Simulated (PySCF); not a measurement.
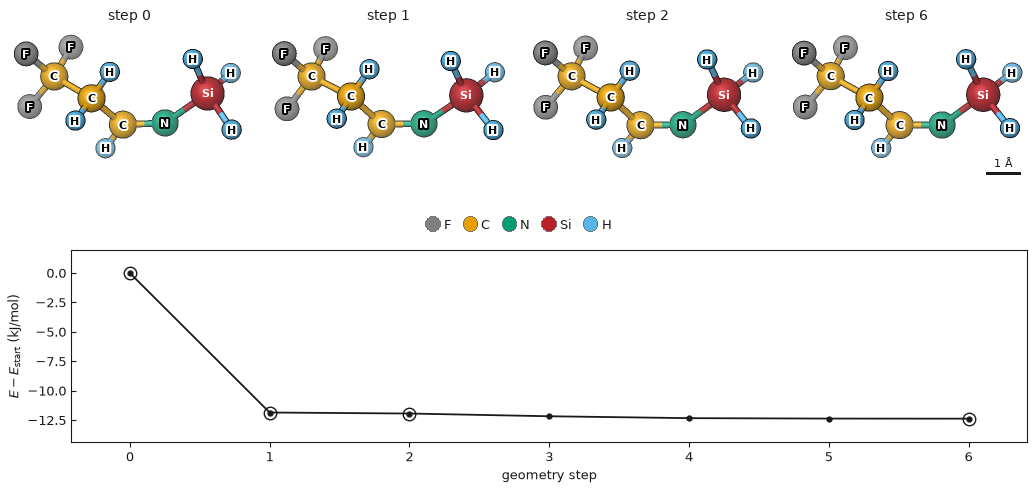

Frames of a relaxation of C3H6F3NSi, marked on the history of the run. The picture is a ball-and-stick view, seen at a tilt.

The start comes from GFN2-xTB. Its atoms were then displaced at random by about 0.01 Å.

Computed with PySCF, PBE0-D3(BJ)/def2-SVP geometry optimisation, gas phase. 

Q: Describe the path.

A: The largest move after the best rigid fit is that of an H atom, 0.16 Å. By element the largest moves are H 0.16 Å, F 0.12 Å, N 0.09 Å, C 0.06 Å, Si 0.06 Å. Some distances before and after: H–Si 1.434 → 1.489 Å, H–Si 1.461 → 1.491 Å, H–Si 1.477 → 1.503 Å, N–Si 1.729 → 1.747 Å. Among the angles between lasting bonds that change: H–Si–H 116.0° → 110.0°, N–Si–H 101.6° → 106.9°, C–N–Si 137.9° → 133.6°. Over 6 geometry steps the energy falls by 12.4 kJ/mol. From step 0 to 1: an H atom moves most (0.19 Å), energy −11.8 kJ/mol. From step 1 to 2: an H atom moves most (0.10 Å), energy −0.09 kJ/mol. From step 2 to 6: an H atom moves most (0.03 Å), energy −0.44 kJ/mol.

```
step  E − E(0), kJ/mol
   0              0.00
   1            -11.84
   2            -11.93
   3            -12.16
   4            -12.32
   5            -12.36
   6            -12.37
```
